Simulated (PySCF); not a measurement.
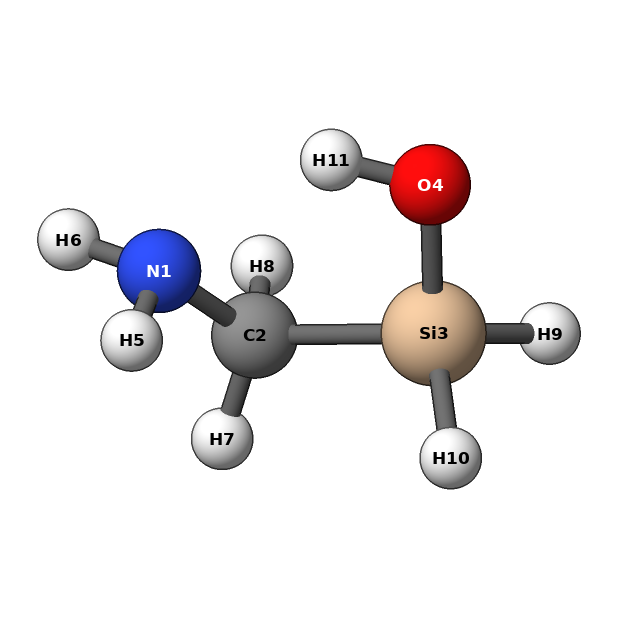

The questions are on IAO charges. The computed structure is the end point of a PBE0-D3(BJ)/def2-SVP optimisation. No frequency run is at hand to confirm it as a minimum. Level of theory: PBE0/aug-cc-pVDZ, gas phase (PySCF 2.14.0).

> Which atom carries the highest charge (most positive or least negative)?

Si3 (0.98 e).

> And the lowest?

O4 (−0.81 e).

List the IAO charges.

| atom | value (e) |
| --- | --- |
| N1 | −0.58 |
| C2 | −0.45 |
| Si3 | 0.98 |
| O4 | −0.81 |
| H5 | 0.26 |
| H6 | 0.26 |
| H7 | 0.13 |
| H8 | 0.15 |
| H9 | −0.14 |
| H10 | −0.16 |
| H11 | 0.36 |
